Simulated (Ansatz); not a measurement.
System: VPbI.

```yaml
crystal:
  lattice:
    - [3.27335, 0.00000, 0.00000]
    - [0.00000, 3.27335, 0.00000]
    - [0.00000, 0.00000, 15.61404]
  atoms:
    - { symbol: Pb, position: [0.50000, 0.00000, 0.16548] }
    - { symbol: Pb, position: [0.00000, 0.50000, 0.83452] }
    - { symbol: I, position: [0.50000, 0.00000, 0.61920] }
    - { symbol: I, position: [0.00000, 0.50000, 0.38080] }
    - { symbol: V, position: [0.00000, 0.00000, 0.00000] }
    - { symbol: V, position: [0.50000, 0.50000, 0.00000] }
```

Space group P4/nmm; built by placing these elements on a known structure type; computed without spin polarisation.

Level of theory: DFT, PAW plane waves, PBEsol in Ansatz 0.2.0.

Q: What can the converged valence pseudo-density and electron localisation function tell about the bonding?

A: V–Pb (3.06 Å): the density is about 0.21 e/Å³ at the midpoint; the ELF is about 0.35 at the midpoint.
I–I (3.27 Å): ρ is about 0.2 e/Å³ halfway; the ELF is about 0.30 at the midpoint.
Bader's partition of the density gives Pb +0.03, I −0.10 and V +0.07 e.

Q: What Bader charges does the calculation give?

A: Electrons move from Pb and V towards I. Bader charges: Pb +0.03, I −0.10 and V +0.07 e.

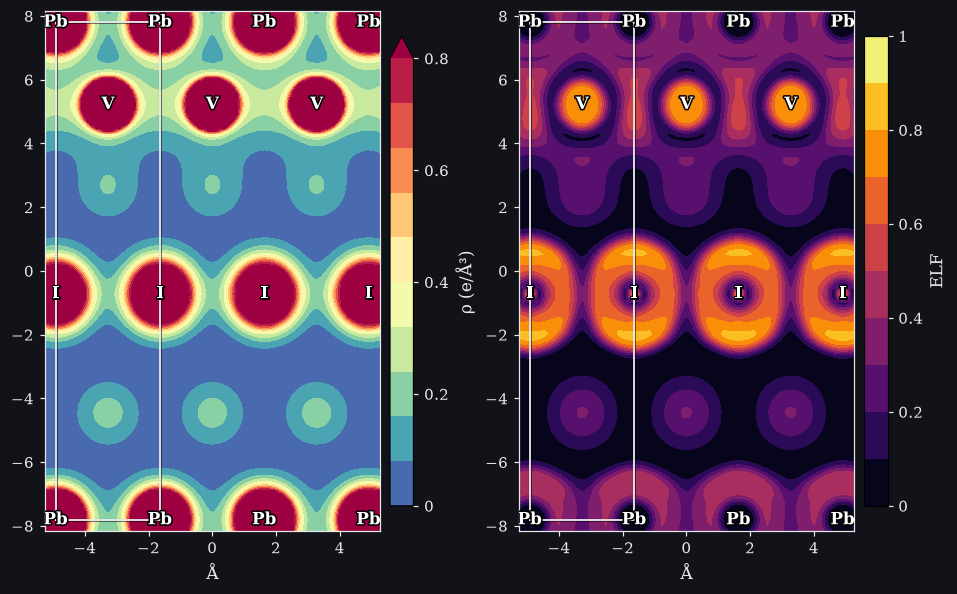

Computed valence pseudo-density and electron localisation function on the (100) plane of the conventional cell, in this order. 
